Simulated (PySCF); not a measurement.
## Electronic structure of ClH12N3Si4 in real space

| atom | x (Å) | y (Å) | z (Å) |
| --- | --- | --- | --- |
| Si | 1.0839 | -2.0271 | 0.5430 |
| N | 0.4096 | -0.5264 | -0.0544 |
| Si | 0.1004 | -0.0720 | -1.6866 |
| N | 0.0785 | 1.6426 | -1.8438 |
| Si | 1.4465 | 2.7288 | -1.8861 |
| N | -1.3916 | -0.7748 | -2.1663 |
| Si | -2.5277 | -1.4874 | -1.0417 |
| Cl | 1.6256 | -0.8272 | -2.8929 |
| H | 2.5489 | -1.9250 | 0.8264 |
| H | 0.3971 | -2.4077 | 1.8149 |
| H | 0.8542 | -3.0708 | -0.4941 |
| H | 0.3670 | 0.2497 | 0.6014 |
| H | -0.8192 | 2.0101 | -2.1479 |
| H | 2.5643 | 2.0595 | -1.1617 |
| H | 1.8908 | 3.0692 | -3.2729 |
| H | 1.0903 | 4.0060 | -1.1951 |
| H | -1.5814 | -0.9010 | -3.1557 |
| H | -3.7428 | -1.8466 | -1.8339 |
| H | -2.9109 | -0.5154 | 0.0253 |
| H | -2.0127 | -2.7238 | -0.3773 |

Geometry: PBE0-D3(BJ)/def2-SVP.

The calculation used PBE0/pcSseg-1, SCF density, gas phase, non-relativistic (PySCF).

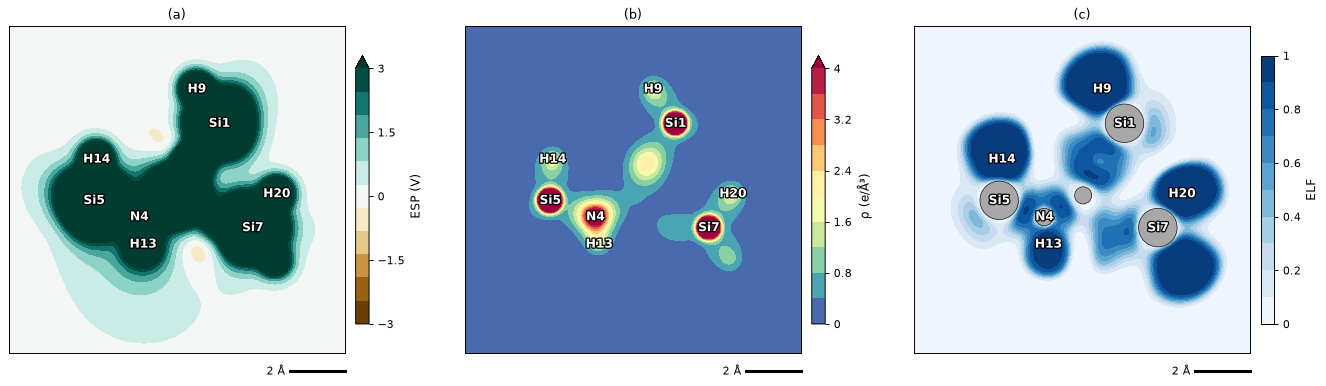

Figure 1. (a) molecular electrostatic potential; (b) electron density; (c) electron localisation function on the plane of atoms N4, Si5 and H14. Grey discs cover the atomic cores in the ELF map.

> What do the fields say about this system?

- Atoms in the plane: Si, N and H.
- Si–N (1.75 Å): ρ is about 1 e/Å³ halfway; the ELF peaks at about 0.90 between the atoms, as expected for a polar covalent bond.
- N–H (1.02 Å): ρ at the midpoint is about 2.7 e/Å³; the ELF climbs to about 1 towards the hydrogen, as it does in any bond to H (a covalent bond by its length).
- Si–H (1.50 Å): ρ is about 0.78 e/Å³ halfway; the ELF climbs to about 1 towards the hydrogen.
- Outside the dense part of the molecule the potential is most negative (−0.5 V) near N6, which lies off the plane.

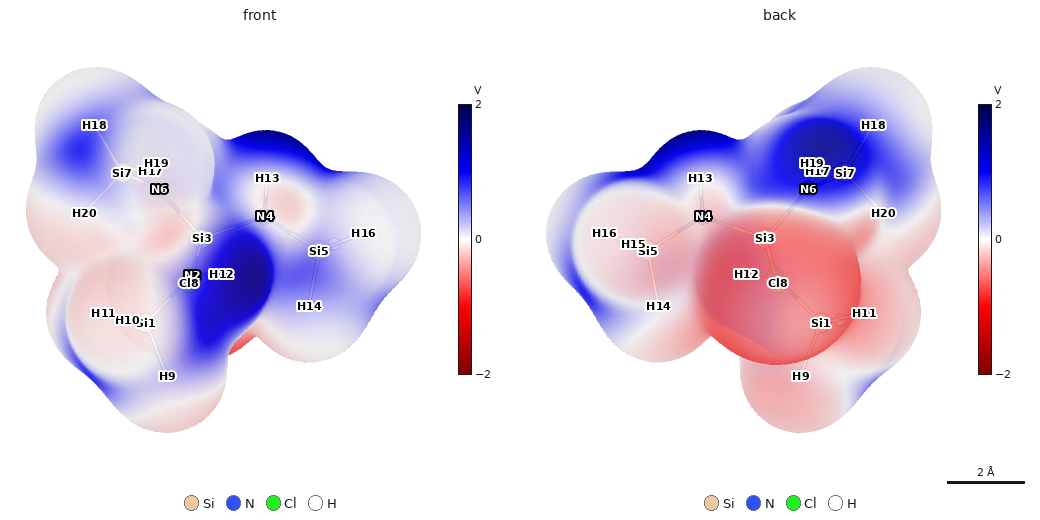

Figure 2. The electrostatic potential painted on the density surface at 0.001 e/bohr³, seen from the front and from behind; the colour scale runs from red (negative) to blue (positive).

> Describe the electrostatic potential map.

The most negative region (about −0.7 V) lies over Cl8, the most positive (about +1.6 V) over H12, H13 and H17.

> How polar is the molecule by this calculation?

Its dipole moment is 2.22 D.
